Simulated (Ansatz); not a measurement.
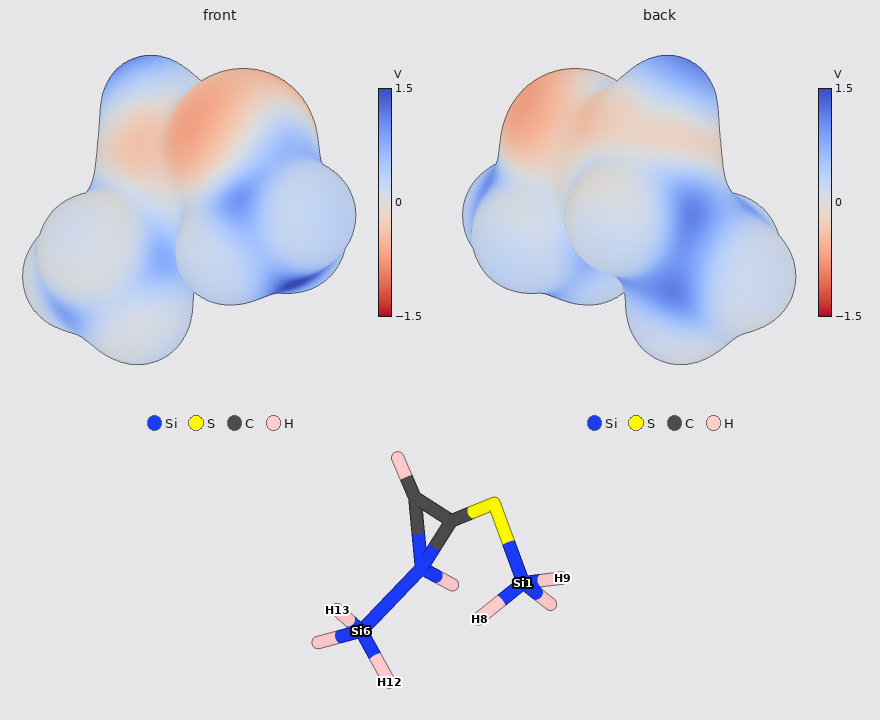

Figure. C₂H₈SSi₃ (SMILES [SiH3]SC1=C[SiH]1[SiH3]). The molecular electrostatic potential painted on the density surface at 0.002 e/bohr³, seen from the front and from behind; the colour scale runs from red (negative) to blue (positive). The bare structure is drawn below in the same view.

The calculation used Ansatz 0.2.0, RKS PBE0-D4/def2-SVP.

```xyz
14

Si   -0.6659    0.0630    2.5174
S     0.6369    1.6578    1.8733
C     1.0490    0.9447    0.3440
C     1.7472    1.2662   -0.7484
Si    1.0187   -0.4040   -0.9136
Si   -0.9502   -0.7482   -2.1210
H     0.0894   -1.2195    2.6178
H    -1.7949   -0.1012    1.5549
H    -1.1820    0.4703    3.8561
H     2.3367    2.1128   -1.1056
H     1.8679   -1.6189   -0.7131
H    -1.7817   -1.8057   -1.4639
H    -1.7144    0.5358   -2.1438
H    -0.6693   -1.1823   -3.5256
```

Describe the electrostatic potential map.

The most negative region (about −0.7 V) lies over S2, the most positive (about +1.4 V) over Si1.
